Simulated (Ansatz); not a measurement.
**Ligand exchange: Ge(CH3)3Cl + SnCl2 → Ge(CH3)2Cl2 + Sn(CH3)Cl**

Gas-phase species: Ge(CH3)3Cl (chlorotrimethylgermane), singlet; SnCl2 `[Cl][Sn][Cl]`, singlet; Ge(CH3)2Cl2, singlet; Sn(CH3)Cl, singlet. The partners trade CH3 for Cl: Ge–CH3 and Sn–Cl bonds give way to Ge–Cl and Sn–CH3.

Shapes, held fixed at every level: PBE0-D4/def2-TZVP. Programs: Ansatz 0.2.0. The zero-point and thermal change to 298 K, harmonic and unscaled (PBE0-D4/def2-TZVP), is -2.4 kJ/mol.

```csv
level,kind,ΔH(298 K) (kJ/mol),less CCSD(T)/def2-TZVPP
HF/def2-TZVPP,Hartree–Fock,+64.8,+1.3
B3LYP-D4/def2-TZVPP,global hybrid,+71.4,+7.9
r2SCAN0-D4/def2-TZVPP,global hybrid,+68.4,+4.9
wB97M-V/def2-TZVPP,range-separated hybrid,+66.3,+2.8
CCSD(T)/def2-SVP,coupled cluster or CI,+64.4,+0.9
CCSD/def2-SVP,coupled cluster or CI,+63.8,+0.3
CCSD(T)/def2-TZVPP,coupled cluster or CI,+63.5,0.0
```

The highest level, CCSD(T)/def2-TZVPP, gives ΔH(298 K) = +63.5 kJ/mol; the levels span +63.5 to +71.4. The column of differences is taken from that level and isn't an error. No measured value is set beside it here. For atoms past krypton def2 sets carry core potentials with scalar relativity. Relativity is left out for Ge. Outer-core shells of Ge, Sn are correlated, in sets that cover them unevenly.

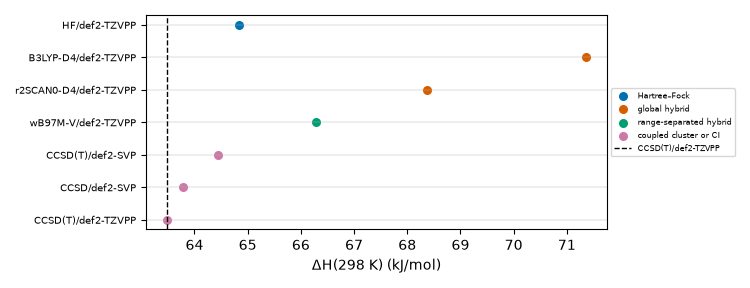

The values of the table, level by level.
